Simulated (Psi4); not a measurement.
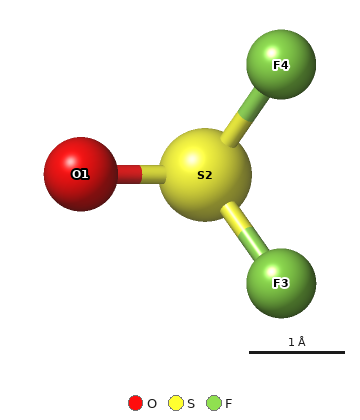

**Figure 1.** The structure (ball-and-stick view, seen on its broad side; atoms are numbered from 1 in the order of the input).

## Energy and gradient calculation, with input and output: SOF$_{2}$ (charge +1)

The run: energy and gradient calculation of SOF$_{2}$, charge +1, multiplicity 2. Method and program: B3LYP/6-31G*, UKS (Psi4 1.11).

The geometry is that of the parent species in another charge or spin state. The geometry comes from this level: PBE0-D4/def2-TZVP.

Input (f2os.dat)
```
memory 1.6 GB

molecule m {
  1 2
  O
  S 1 1.418942
  F 2 1.587883 1 106.45498
  F 2 1.587906 1 106.44924 3 -98.30188
  units angstrom
  symmetry c1
}

set {
  basis                6-31G*
  reference            uks
  puream               false
  e_convergence        1e-09
  d_convergence        1e-08
  scf_type             pk
  dft_radial_points    99
  dft_spherical_points 590
  maxiter              200
}

result, w = gradient('b3lyp', return_wfn=True)
oeprop(w, 'QUADRUPOLE', 'DIPOLE', 'MAYER_INDICES')
print_variables()
```

Run as:
```bash
psi4 -i f2os.dat -o f2os.out -n 1
```

Log
```
Psi4 1.11 release

gradient() will perform analytic gradient computation.

   => Loading Basis Set <=

    Name: 6-31G*
    Role: ORBITAL
    Keyword: BASIS

         ---------------------------------------------------------
                                   SCF
                              UKS Reference
                        1 Threads,   1525 MiB Core
         ---------------------------------------------------------

  ==> Geometry <==

    Molecular point group: c1
    Full point group: C1

    Geometry (in Angstrom), charge = 1, multiplicity = 2:

       Center              X                  Y                   Z               Mass
    ------------   -----------------  -----------------  -----------------  -----------------
         O            0.333044380766     0.287959380643    -1.353703223484    15.994914619570
         S            0.333044380766     0.287959380643     0.065238776516    31.972071174400
         F            0.333044380766    -1.234888065141     0.515025479921    18.998403162730
         F           -1.173911633877     0.507850987223     0.514879428728    18.998403162730

  Running in c1 symmetry.

  Rotational constants: A =      0.28509  B =      0.27837  C =      0.16483 [cm^-1]
  Rotational constants: A =   8546.79340  B =   8345.33296  C =   4941.51737 [MHz]
  Nuclear repulsion =  193.929513181049799

  Charge       = 1
  Multiplicity = 2
  Electrons    = 41
  Nalpha       = 21
  Nbeta        = 20

  ==> Algorithm <==

  SCF Algorithm Type is PK.
  DIIS enabled.
  MOM disabled.
  Fractional occupation disabled.
  Guess Type is SAD.
  Energy threshold   = 1.00e-09
  Density threshold  = 1.00e-08
  Integral threshold = 1.00e-12

  ==> Primary Basis <==

  Basis Set: 6-31G*
    Blend: 6-31G*
    Number of shells: 26
    Number of basis functions: 64
    Number of Cartesian functions: 64
    Spherical Harmonics?: false
    Max angular momentum: 2

  ==> DFT Potential <==

   => LibXC <=

    Version 7.1.2

   => Composite Functional: B3LYP <=

    B3LYP Hyb-GGA Exchange-Correlation Functional

    Deriv               =              1
    GGA                 =           TRUE
    Meta                =          FALSE

    Exchange Hybrid     =           TRUE
    MP2 Hybrid          =          FALSE

   => Exchange Functionals <=

    0.0800   Slater exchange
    0.7200         Becke 88

   => Exact (HF) Exchange <=

    0.2000               HF

   => Correlation Functionals <=

    0.1900   Vosko, Wilk & Nusair (VWN5_RPA)
    0.8100   Lee, Yang & Parr

   => LibXC Density Thresholds  <==

    XC_HYB_GGA_XC_B3LYP:  1.00E-15

   => Molecular Quadrature <=

    Radial Scheme          =       TREUTLER
    Pruning Scheme         =           NONE
    Nuclear Scheme         =       TREUTLER

    Blocking Scheme        =         OCTREE
    BS radius alpha        =              1
    Pruning alpha          =              1
    Radial Points          =             99
    Spherical Points       =            590
    Total Points           =         223049
    Total Blocks           =           1684
    Max Points             =            256
    Max Functions          =             63
    Weights Tolerance      =       1.00E-15

  ==> Integral Setup <==

  Using in-core PK algorithm.
   Calculation information:
      Number of atoms:                   4
      Number of AO shells:              26
      Number of primitives:             72
      Number of atomic orbitals:        64
      Number of basis functions:        64

      Integral cutoff                 1.00e-12
      Number of threads:                 1

  Performing in-core PK
  Using 4328480 doubles for integral storage.
  We computed 58606 shell quartets total.
  Whereas there are 61776 unique shell quartets.

  ==> DiskJK: Disk-Based J/K Matrices <==

    J tasked:                  Yes
    K tasked:                  Yes
    wK tasked:                  No
    Memory [MiB]:              780
    Schwarz Cutoff:          1E-12

  Cached 100.0% of DFT collocation blocks in 0.356 [GiB].

  Minimum eigenvalue in the overlap matrix is 4.6670189204E-03.
  Reciprocal condition number of the overlap matrix is 8.6377027564E-04.
    Using symmetric orthogonalization.

  ==> Pre-Iterations <==

  SCF Guess: Superposition of Atomic Densities via on-the-fly atomic UHF (no occupation information).

   -------------------------
    Irrep   Nso     Nmo
   -------------------------
     A         64      64
   -------------------------
    Total      64      64
   -------------------------

  ==> Iterations <==

                        Total Energy        Delta E     RMS |[F,P]|

   @UKS iter SAD:  -673.05176464281158   -6.73052e+02   0.00000e+00
   @UKS iter   1:  -672.35127169055204    7.00493e-01   1.15435e-02 DIIS/ADIIS
   @UKS iter   2:  -670.81238159014413    1.53889e+00   3.07763e-02 DIIS/ADIIS
   @UKS iter   3:  -672.53433734317287   -1.72196e+00   6.12086e-03 DIIS/ADIIS
   @UKS iter   4:  -672.57169107047753   -3.73537e-02   3.74406e-03 DIIS/ADIIS
   @UKS iter   5:  -672.59199232668448   -2.03013e-02   7.51746e-04 DIIS/ADIIS
   @UKS iter   6:  -672.59315061755615   -1.15829e-03   3.61473e-04 DIIS/ADIIS
   @UKS iter   7:  -672.59354860683925   -3.97989e-04   9.71815e-05 DIIS
   @UKS iter   8:  -672.59359572572760   -4.71189e-05   3.51850e-05 DIIS
   @UKS iter   9:  -672.59360142191565   -5.69619e-06   1.18644e-05 DIIS
   @UKS iter  10:  -672.59360190127359   -4.79358e-07   4.23904e-06 DIIS
   @UKS iter  11:  -672.59360193249177   -3.12182e-08   2.38459e-06 DIIS
   @UKS iter  12:  -672.59360194439773   -1.19060e-08   3.50428e-07 DIIS
   @UKS iter  13:  -672.59360194536521   -9.67475e-10   2.14779e-07 DIIS
   @UKS iter  14:  -672.59360194555848   -1.93268e-10   2.79830e-08 DIIS
   @UKS iter  15:  -672.59360194556223   -3.75167e-12   1.50115e-08 DIIS
   @UKS iter  16:  -672.59360194556223    0.00000e+00   7.00699e-09 DIIS
  Energy and wave function converged.

  ==> Post-Iterations <==

   Electrons on quadrature grid:
      Nalpha   =   20.9999991112 ; deviation = -8.888e-07
      Nbeta    =   19.9999990740 ; deviation = -9.260e-07
      Ntotal   =   40.9999981852 ; deviation = -1.815e-06

   @Spin Contamination Metric:   9.159249434E-03
   @S^2 Expected:                7.500000000E-01
   @S^2 Observed:                7.591592494E-01
   @S   Expected:                5.000000000E-01
   @S   Observed:                5.000000000E-01

    Orbital Energies [Eh]
    ---------------------

    Alpha Occupied:

       1A    -89.486454     2A    -25.067292     3A    -25.067280
       4A    -19.589256     5A     -8.516370     6A     -6.480410
       7A     -6.480407     8A     -6.476764     9A     -1.607460
      10A     -1.538640    11A     -1.471190    12A     -1.047552
      13A     -0.899949    14A     -0.885489    15A     -0.853932
      16A     -0.788088    17A     -0.771977    18A     -0.741268
      19A     -0.739676    20A     -0.711940    21A     -0.692528

    Alpha Virtual:

      22A     -0.356378    23A     -0.309755    24A     -0.225069
      25A     -0.025630    26A      0.038562    27A      0.038690
      28A      0.085938    29A      0.264240    30A      0.290140
      31A      0.325707    32A      0.493553    33A      0.521848
      34A      0.629098    35A      0.647895    36A      0.809330
      37A      0.831496    38A      0.870909    39A      0.881029
      40A      0.949095    41A      1.016407    42A      1.038314
      43A      1.060370    44A      1.223832    45A      1.389278
      46A      1.425960    47A      1.467877    48A      1.475564
      49A      1.507236    50A      1.525163    51A      1.543374
      52A      1.546119    53A      1.598080    54A      1.651571
      55A      1.715549    56A      1.812825    57A      1.847808
      58A      2.225142    59A      2.453101    60A      2.479377
      61A      3.294008    62A      3.569085    63A      3.618205
      64A      4.131155

    Beta Occupied:

       1A    -89.484953     2A    -25.063237     3A    -25.063226
       4A    -19.573617     5A     -8.514545     6A     -6.479709
       7A     -6.479600     8A     -6.472887     9A     -1.596839
      10A     -1.528264    11A     -1.440288    12A     -1.023356
      13A     -0.885727    14A     -0.855233    15A     -0.836176
      16A     -0.771492    17A     -0.759133    18A     -0.735693
      19A     -0.709461    20A     -0.700368

    Beta Virtual:

      21A     -0.563000    22A     -0.340843    23A     -0.285095
      24A     -0.213851    25A     -0.018439    26A      0.038857
      27A      0.041667    28A      0.090971    29A      0.266461
      30A      0.303523    31A      0.359443    32A      0.504794
      33A      0.523295    34A      0.656233    35A      0.667957
      36A      0.825840    37A      0.839954    38A      0.880587
      39A      0.885991    40A      0.952712    41A      1.025544
      42A      1.046079    43A      1.062678    44A      1.231514
      45A      1.419909    46A      1.454694    47A      1.472849
      48A      1.483982    49A      1.514337    50A      1.526022
      51A      1.550799    52A      1.561842    53A      1.604044
      54A      1.655203    55A      1.722670    56A      1.821941
      57A      1.866938    58A      2.233013    59A      2.458452
      60A      2.494163    61A      3.315874    62A      3.572944
      63A      3.624007    64A      4.136336

    Final Occupation by Irrep:
              A
    DOCC [    20 ]
    SOCC [     1 ]
    NA   [    21 ]
    NB   [    20 ]

  @UKS Final Energy:  -672.59360194556223

   => Energetics <=

    Nuclear Repulsion Energy =            193.9295131810497992
    One-Electron Energy =               -1302.5575100427361122
    Two-Electron Energy =                 480.2720898351046230
    DFT Exchange-Correlation Energy =     -44.2376949189805373
    Empirical Dispersion Energy =           0.0000000000000000
    VV10 Nonlocal Energy =                  0.0000000000000000
    Total Energy =                       -672.5936019455622272

  UHF NO Occupations:
  HONO-2 :   19  A 1.9996528
  HONO-1 :   20  A 1.9964023
  HONO-0 :   21  A 1.0000000
  LUNO+0 :   22  A 0.0035977
  LUNO+1 :   23  A 0.0003472
  LUNO+2 :   24  A 0.0003404
  LUNO+3 :   25  A 0.0001782

Computation Completed

Properties will be evaluated at   0.000000,   0.000000,   0.000000 [a0]

Properties computed using the SCF density matrix

 Multipole Moments:

 ------------------------------------------------------------------------------------
     Multipole            Electronic (a.u.)      Nuclear  (a.u.)        Total (a.u.)
 ------------------------------------------------------------------------------------

 L = 1.  Multiply by 2.5417464519 to convert [e a0] to [Debye]
 Dipole X            :         -0.1883600            0.8036247            0.6152647
 Dipole Y            :         -0.1629062            0.6948361            0.5319299
 Dipole Z            :          1.1519961           -0.9763481            0.1756479
 Magnitude           :                                                    0.8320771

 ------------------------------------------------------------------------------------

	total time  =         10 seconds =       0.17 minutes

         ------------------------------------------------------------
                                   SCF GRAD
         ------------------------------------------------------------

  ==> Geometry <==

    Molecular point group: c1
    Full point group: C1

    Geometry (in Angstrom), charge = 1, multiplicity = 2:

       Center              X                  Y                   Z               Mass
    ------------   -----------------  -----------------  -----------------  -----------------
         O            0.333044380766     0.287959380643    -1.353703223484    15.994914619570
         S            0.333044380766     0.287959380643     0.065238776516    31.972071174400
         F            0.333044380766    -1.234888065141     0.515025479921    18.998403162730
         F           -1.173911633877     0.507850987223     0.514879428728    18.998403162730

  Nuclear repulsion =  193.929513181049799

  ==> Basis Set <==

  Basis Set: 6-31G*
    Blend: 6-31G*
    Number of shells: 26
    Number of basis functions: 64
    Number of Cartesian functions: 64
    Spherical Harmonics?: false
    Max angular momentum: 2

  ==> DirectJKGrad: Integral-Direct SCF Gradients <==

    Gradient:                    1
    J tasked:                  Yes
    K tasked:                  Yes
    wK tasked:                  No
    Integrals threads:           1
    Schwarz Cutoff:          1E-12

  ==> DFT Potential <==

   => LibXC <=

    Version 7.1.2

   => Composite Functional: B3LYP <=

    B3LYP Hyb-GGA Exchange-Correlation Functional

    Deriv               =              1
    GGA                 =           TRUE
    Meta                =          FALSE

    Exchange Hybrid     =           TRUE
    MP2 Hybrid          =          FALSE

   => Exchange Functionals <=

    0.0800   Slater exchange
    0.7200         Becke 88

   => Exact (HF) Exchange <=

    0.2000               HF

   => Correlation Functionals <=

    0.1900   Vosko, Wilk & Nusair (VWN5_RPA)
    0.8100   Lee, Yang & Parr

   => LibXC Density Thresholds  <==

    XC_HYB_GGA_XC_B3LYP:  1.00E-15

   => Molecular Quadrature <=

    Radial Scheme          =       TREUTLER
    Pruning Scheme         =           NONE
    Nuclear Scheme         =       TREUTLER

    Blocking Scheme        =         OCTREE
    BS radius alpha        =              1
    Pruning alpha          =              1
    Radial Points          =             99
    Spherical Points       =            590
    Total Points           =         223049
    Total Blocks           =           1684
    Max Points             =            256
    Max Functions          =             63
    Weights Tolerance      =       1.00E-15

  -Total Gradient:
     Atom            X                  Y                   Z
    ------   -----------------  -----------------  -----------------
       1       -0.014394798779    -0.012438227574     0.075847093002
       2        0.045328962716     0.039176495347    -0.067179018031
       3       -0.013897826120    -0.015218358988    -0.004324431300
       4       -0.017075520929    -0.011552804226    -0.004329540685

	total time  =          2 seconds =       0.03 minutes

Properties will be evaluated at   0.000000,   0.000000,   0.000000 [a0]
OEProp: No title given, name of density matrix used for the following properties is 'SCF alpha density'

 Multipole Moments:

 ------------------------------------------------------------------------------------
     Multipole            Electronic (a.u.)      Nuclear  (a.u.)        Total (a.u.)
 ------------------------------------------------------------------------------------

 L = 1.  Multiply by 2.5417464519 to convert [e a0] to [Debye]
 Dipole X            :         -0.1883600            0.8036247            0.6152647
 Dipole Y            :         -0.1629062            0.6948361            0.5319299
 Dipole Z            :          1.1519961           -0.9763481            0.1756479
 Magnitude           :                                                    0.8320771

 L = 2.  Multiply by 1.3450342976 to convert [e a0^2] to [Debye ang]
 Quadrupole XX       :        -73.8564164           57.3617615          -16.4946549
 Quadrupole XY       :         24.6180970          -24.1594118            0.4586852
 Quadrupole XZ       :         25.8300040          -25.5516008            0.2784032
 Quadrupole YY       :        -81.0356870           64.4071716          -16.6285155
 Quadrupole YZ       :         22.3404212          -22.0997689            0.2406523
 Quadrupole ZZ       :        -86.7163546           69.6406406          -17.0757139
 Traceless XX        :          6.6797363           -6.4414298            0.2383065
 Traceless YY        :         -0.4995344            0.6039803            0.1044460
 Traceless ZZ        :         -6.1802019            5.8374494           -0.3427525

 ------------------------------------------------------------------------------------

  Mayer Bond Indices:

  Total Bond Index:
  Irrep: 1 Size: 4 x 4

                 1                   2                   3                   4

    1     0.00000000000000     1.80082510283584     0.10341152714005     0.10340983101454
    2     1.80082510283584     0.00000000000000     1.01706369015384     1.01703353344792
    3     0.10341152714005     1.01706369015384     0.00000000000000     0.05722183460863
    4     0.10340983101454     1.01703353344792     0.05722183460863     0.00000000000000

  Alpha Contribution:
  Irrep: 1 Size: 4 x 4

                 1                   2                   3                   4

    1     0.00000000000000     0.80641001938587     0.02892130954808     0.02892224351029
    2     0.80641001938587     0.00000000000000     0.48554782306020     0.48552896999624
    3     0.02892130954808     0.48554782306020     0.00000000000000     0.01971635128135
    4     0.02892224351029     0.48552896999624     0.01971635128135     0.00000000000000

  Beta Contribution:
  Irrep: 1 Size: 4 x 4

                 1                   2                   3                   4

    1     0.00000000000000     0.99441508344997     0.07449021759196     0.07448758750425
    2     0.99441508344997     0.00000000000000     0.53151586709365     0.53150456345168
    3     0.07449021759196     0.53151586709365     0.00000000000000     0.03750548332727
    4     0.07448758750425     0.53150456345168     0.03750548332727     0.00000000000000

  Atomic Valences:

 #  #
 Irrep: 1
      1:    2.007646460990427
      2:    3.834922326437599
      3:    1.177697051902518
      4:    1.177665199071090

  Variable Map:
  ----------------------------------------------------------------------------
  "CURRENT ENERGY"              =>    -672.593601945562
  "CURRENT REFERENCE ENERGY"    =>    -672.593601945562
  "DD SOLVATION ENERGY"         =>       0.000000000000
  "DFT FUNCTIONAL TOTAL ENERGY" =>    -672.593601945562
  "DFT TOTAL ENERGY"            =>    -672.593601945562
  "DFT VV10 ENERGY"             =>       0.000000000000
  "DFT XC ENERGY"               =>     -44.237694918981
  "GRID ELECTRONS ALPHA"        =>      20.999999111221
  "GRID ELECTRONS BETA"         =>      19.999999074002
  "GRID ELECTRONS TOTAL"        =>      40.999998185222
  "NUCLEAR REPULSION ENERGY"    =>     193.929513181050
  "ONE-ELECTRON ENERGY"         =>   -1302.557510042736
  "PCM POLARIZATION ENERGY"     =>       0.000000000000
  "PE ENERGY"                   =>       0.000000000000
  "SCF ITERATION ENERGY"        =>    -672.593601945562
  "SCF ITERATIONS"              =>      16.000000000000
  "SCF TOTAL ENERGY"            =>    -672.593601945562
  "TWO-ELECTRON ENERGY"         =>     480.272089835105
  "XC GRID RADIAL POINTS"       =>      99.000000000000
  "XC GRID SPHERICAL POINTS"    =>     590.000000000000
  "XC GRID TOTAL POINTS"        =>  223049.000000000000

  Array Variable Map:
  ----------------------------------------------------------------------------
  "CURRENT DIPOLE"              =>       0.615264706877 ... 0.175647949115 1 by 3
  "CURRENT GRADIENT"            =>      -0.014394798779 ... -0.004329540685 4 by 3
  "DFT TOTAL GRADIENT"          =>      -0.014394798779 ... -0.004329540685 4 by 3
  "DIPOLE"                      =>       0.615264706877 ... 0.175647949115 1 by 3
  "QUADRUPOLE"                  =>     -16.494654930520 ... -17.075713941766 1 by 6
  "SCF DIPOLE"                  =>       0.615264706877 ... 0.175647949115 1 by 3
  "SCF TOTAL ENERGIES"          =>    -673.051764642812 ... -672.593601945562 1 by 17
  "SCF TOTAL GRADIENT"          =>      -0.014394798779 ... -0.004329540685 4 by 3

    Psi4 run time: 0:00:12.37
```

Key numbers

```json
{"quantity": "outcome", "value": "converged"}
{"quantity": "total energy", "value": "−672.593602 hartree"}
{"quantity": "basis functions", "value": "64"}
{"quantity": "largest force", "value": "4.629 eV/Å"}
{"quantity": "⟨S²⟩", "value": "0.759"}
{"quantity": "hardware", "value": "1 thread of Intel Xeon (Sapphire Rapids), 16 GiB of memory available, shared host"}
{"quantity": "wall time", "value": "14 s"}
{"quantity": "peak memory", "value": "0.61 GiB"}
```
